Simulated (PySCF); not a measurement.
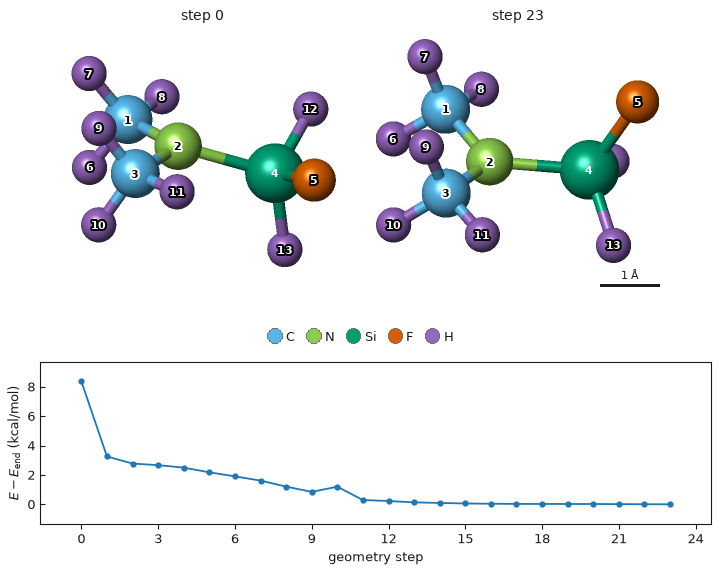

First and last geometry of a relaxation of C$_{2}$H$_{8}$FNSi, with the history of the run. The picture is a ball-and-stick view, seen from a free direction.

The start comes from GFN2-xTB. Its atoms were then displaced at random by about 0.01 Å.

Theory: PBE0-D3(BJ)/def2-SVP geometry optimisation, gas phase in PySCF. 

### What do the curves and the structures tell?

It converged. F5 moves most after the best rigid fit: 1.44 Å. Largest moves by element: F 1.44 Å, H 1.33 Å, C 0.38 Å, N 0.29 Å, Si 0.12 Å. Some distances before and after: Si4–H12 1.439 → 1.486 Å, C3–H9 1.061 → 1.107 Å, Si4–F5 1.591 → 1.633 Å, C1–H8 1.059 → 1.100 Å. Among the angles between lasting bonds that change: N2–Si4–F5 104.2° → 114.1°, N2–Si4–H13 115.3° → 108.5°, N2–C1–H7 108.0° → 112.4°. The energy falls by 8.36 kcal/mol in 23 geometry steps.

| step | E − E(0), kcal/mol |
| --- | --- |
| 0 | 0.00 |
| 1 | -5.11 |
| 2 | -5.59 |
| 3 | -5.70 |
| 4 | -5.86 |
| 5 | -6.18 |
| 6 | -6.46 |
| 7 | -6.75 |
| 8 | -7.16 |
| 9 | -7.51 |
| 10 | -7.16 |
| 11 | -8.07 |
| 12 | -8.14 |
| 13 | -8.23 |
| 14 | -8.27 |
| 15 | -8.30 |
| 16 | -8.32 |
| 17 | -8.33 |
| 18 | -8.34 |
| 19 | -8.34 |
| 20 | -8.34 |
| 21 | -8.35 |
| 22 | -8.35 |
| 23 | -8.36 |
